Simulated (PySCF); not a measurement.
# Ge2H8Si: the cost of one run

The runs use PySCF 2.14.0, with density-fitted response routines of our own; the level of theory stands in each step. All values are computed, except where a source is named. Atoms count from 0, in the outputs and in this text.

## Step 1: Starting geometry

11 atoms, charge 0, multiplicity 1; geometry from: GFN2-xTB. The atoms were then displaced at random by about 0.01 Å, so the start is not that level's minimum.

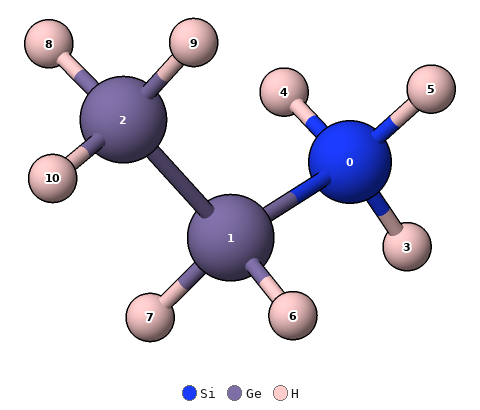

As it starts; silicon blue, germanium purple, hydrogen pink, atoms numbered.

## Step 2: Relaxing the molecule at PBE0-D3(BJ)/def2-SVP

What the job is given:

```
{"job": {"xc": "PBE0", "basis": "def2-SVP", "d3": "d3bj", "grid": 1, "shake": 0.01, "kind": "geom"}, "charge": 0, "multiplicity": 1}
Si     1.985890     0.743100    -0.005950
Ge     0.225600    -0.814450    -0.106250
Ge    -2.054540    -0.089920     0.076870
H      3.298940     0.116120    -0.153050
H      1.809320     1.736970    -1.101600
H      1.923170     1.485980     1.265840
H      0.412210    -1.901030     0.936240
H      0.309420    -1.639910    -1.372660
H     -2.457100     0.895740    -0.955920
H     -2.345330     0.625690     1.380870
H     -3.069470    -1.184120     0.019950
```

The run is started by

```
> OMP_NUM_THREADS=1 python probes_run.py task.json out
```

The driver reads the jobs from task.json and runs them one after another.

Q: Estimate the wall time and peak memory of this first job on 1 thread of Arm Neoverse N1, shared host.

About 81 s, with a peak of 0.51 GiB.
